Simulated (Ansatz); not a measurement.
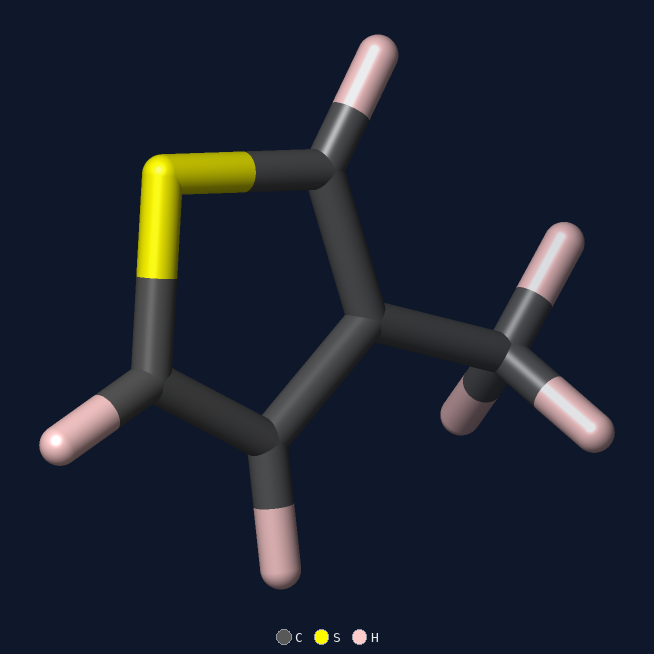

The geometry was computed by an optimisation with PBE0-D4/def2-TZVP.

Describe the molecule.

It has 12 atoms: 5 carbon, 6 hydrogen and 1 sulfur (C5H6S). SMILES: `Cc1ccsc1`. Independent rings (smallest set): 1 of 5 members, 1 of them aromatic. The point group is Cs. Coordination: 1 C tetrahedral; 4 C trigonal planar; 1 S bent.

More results for the same structure follow; atom numbers are the same in all pictures, views and colours differ.

Geometry

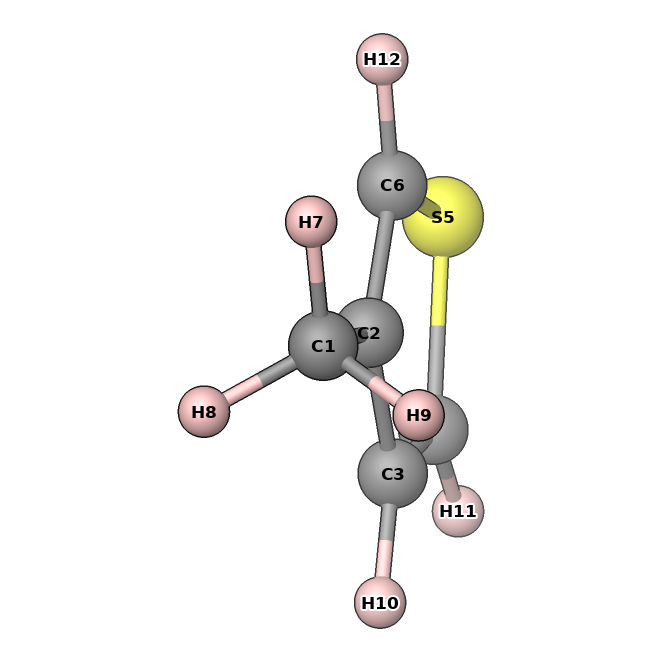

C2 lies behind C1. The molecule seen a little off the C1–C2 bond, C1 in front. Distant atoms are faded towards the background colour.

What is the torsion angle H7–C1–C2–C3? The sign is positive where the front bond must turn clockwise to cover the back bond.

180°, antiperiplanar (anti).

Charges

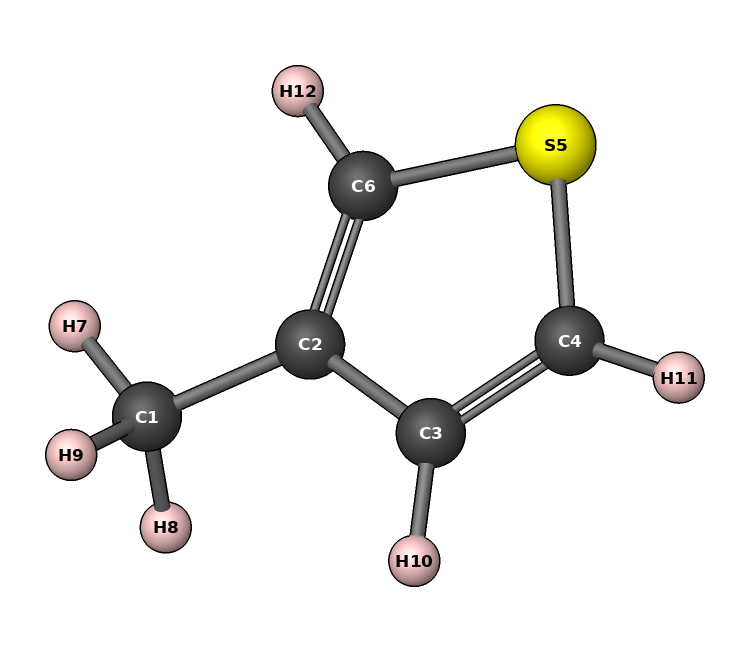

The questions are on Mulliken charges. Level of theory: RKS B3LYP-D4/def2-TZVPP (Ansatz 0.2.0).

Give the Mulliken charges atom by atom.

```tsv
atom	value (e)
C1	−0.23
C2	0.01
C3	−0.20
C4	−0.11
S5	0.04
C6	−0.14
H7	0.08
H8	0.09
H9	0.09
H10	0.12
H11	0.12
H12	0.12
```

Thermal motion

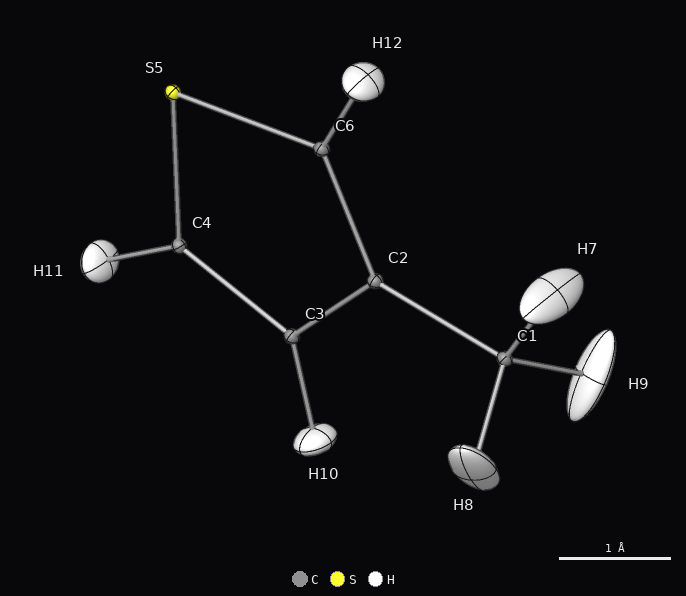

Displacement ellipsoids at the 50 % level, from the internal vibrations of the free molecule (harmonic, no overall translation or rotation; no half-axis is drawn under 0.075 Å). Vibrations computed with RKS PBE0-D4/def2-TZVP (Ansatz 0.2.0). Temperature: 100 K.

List U_eq and the three principal root-mean-square amplitudes for each kind of atom.

```json
{"atom": "C1", "U_eq (Å²)": "0.0015", "rms amplitudes (Å)": "0.037, 0.038, 0.040"}
{"atom": "C2", "U_eq (Å²)": "0.0016", "rms amplitudes (Å)": "0.032, 0.036, 0.051"}
{"atom": "C3", "U_eq (Å²)": "0.0015", "rms amplitudes (Å)": "0.033, 0.038, 0.044"}
{"atom": "C4", "U_eq (Å²)": "0.0014", "rms amplitudes (Å)": "0.033, 0.036, 0.041"}
{"atom": "S5", "U_eq (Å²)": "0.00046", "rms amplitudes (Å)": "0.017, 0.022, 0.024"}
{"atom": "C6", "U_eq (Å²)": "0.0017", "rms amplitudes (Å)": "0.034, 0.037, 0.051"}
{"atom": "H7", "U_eq (Å²)": "0.0333", "rms amplitudes (Å)": "0.079, 0.135, 0.275"}
{"atom": "H8, H9", "U_eq (Å²)": "0.0374", "rms amplitudes (Å)": "0.079, 0.138, 0.295"}
{"atom": "H10", "U_eq (Å²)": "0.0142", "rms amplitudes (Å)": "0.078, 0.123, 0.146"}
{"atom": "H11", "U_eq (Å²)": "0.0145", "rms amplitudes (Å)": "0.078, 0.122, 0.149"}
{"atom": "H12", "U_eq (Å²)": "0.0147", "rms amplitudes (Å)": "0.078, 0.124, 0.150"}
```

Levels of theory compared

Program: Ansatz 0.2.0.

Tabulate HOMO energy (eV) at these levels: B3LYP-D4/def2-TZVPP; PBE-D4/def2-TZVPP; PBE0-D4/def2-QZVPP; PBE0-D4/def2-SVP; revPBE-D4/def2-TZVPP; ωB97M-V/def2-SVP; ωB97M-V/def2-TZVPP; ωB97X-V/def2-TZVPP.

```csv
level,HOMO energy (eV)
B3LYP-D4/def2-TZVPP,−6.45
PBE-D4/def2-TZVPP,−5.65
PBE0-D4/def2-QZVPP,−6.70
PBE0-D4/def2-SVP,−6.66
revPBE-D4/def2-TZVPP,−5.59
ωB97M-V/def2-SVP,−8.75
ωB97M-V/def2-TZVPP,−8.78
ωB97X-V/def2-TZVPP,−8.88
```

Mulliken values depend strongly on the basis set and can even reverse the polarity of a bond.
